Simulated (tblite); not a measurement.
# Ga13H15N14: the cost of one run

Programs: tblite 0.8.0 and PySCF 2.14.0, with routines of our own; each step states its level. All values are computed. Atoms count from 0.

## Step 1: The system as given

42 atoms, charge 0, multiplicity 1; geometry from: force field, distance geometry or constructed start.

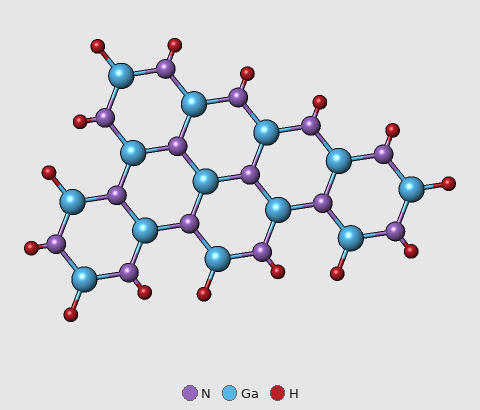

The starting geometry (nitrogen purple, gallium blue, hydrogen red); sticks join atoms by distance alone.

## Step 2: Relaxing the molecule with GFN2-xTB

The job: settings as JSON, then the geometry in Å.

```
{"job": {"kind": "relax", "xc": "GFN2-xTB", "basis": "xTB"}, "charge": 0, "multiplicity": 1}
N     -0.196300     1.315800    -0.001600
Ga    -1.806600     2.245200    -0.006900
N     -3.400300     1.315300     0.001000
Ga    -3.406200    -0.528000    -0.006200
N     -1.804400    -1.458600     0.003400
Ga    -0.204500    -0.532900    -0.002600
N      3.003100    -4.230700    -0.003300
Ga     1.404300    -3.304700     0.001500
N     -0.198500    -4.234500    -0.000400
Ga    -0.204000    -6.083200     0.001600
N      1.398800    -7.008600    -0.002100
Ga     3.000500    -6.084400    -0.000000
N     -5.011100    -1.456700     0.005000
Ga    -5.005500    -3.308000    -0.002700
N     -3.407700    -4.227300     0.000200
Ga    -1.805300    -3.306800     0.006300
N      3.003400     1.319500     0.000900
Ga     1.399800     2.239200    -0.001000
N      1.400300    -1.455600     0.002500
Ga     3.005800    -0.531500     0.002700
N      3.000700     6.871400     0.001500
Ga     1.400000     7.794100    -0.000200
N     -0.197800     6.872200     0.006600
Ga    -0.205400     5.013300    -0.001500
N      1.401400     4.095200     0.000900
Ga     2.996900     5.016700     0.002500
N     -1.802700     4.094900    -0.000700
H     -4.306800     1.838200     0.001200
H      3.904300    -3.712000    -0.002000
H     -1.542500    -6.857000     0.003400
H      1.404500    -8.046800    -0.001100
H      4.343500    -6.856100     0.000200
H     -5.909400    -0.937300    -0.001900
H     -6.347900    -4.083700     0.003700
H     -3.404300    -5.270600    -0.003300
H      3.904200     1.839800    -0.002900
H      4.344600    -1.307300    -0.004100
H      3.904600     7.390100    -0.002600
H      1.402000     9.338700    -0.000100
H     -1.106700     7.391000     0.001200
H      4.345300     4.240300     0.003800
H     -2.698200     4.607000     0.003700
```

Command:

```console
> OMP_NUM_THREADS=2 python large_run.py task.json out
```

This one command runs all jobs of the session in turn.

Q: Estimate the wall time and peak memory of this first job on 2 threads of Arm Neoverse N1, shared host.

About 3 s, with a peak of 0.16 GiB.
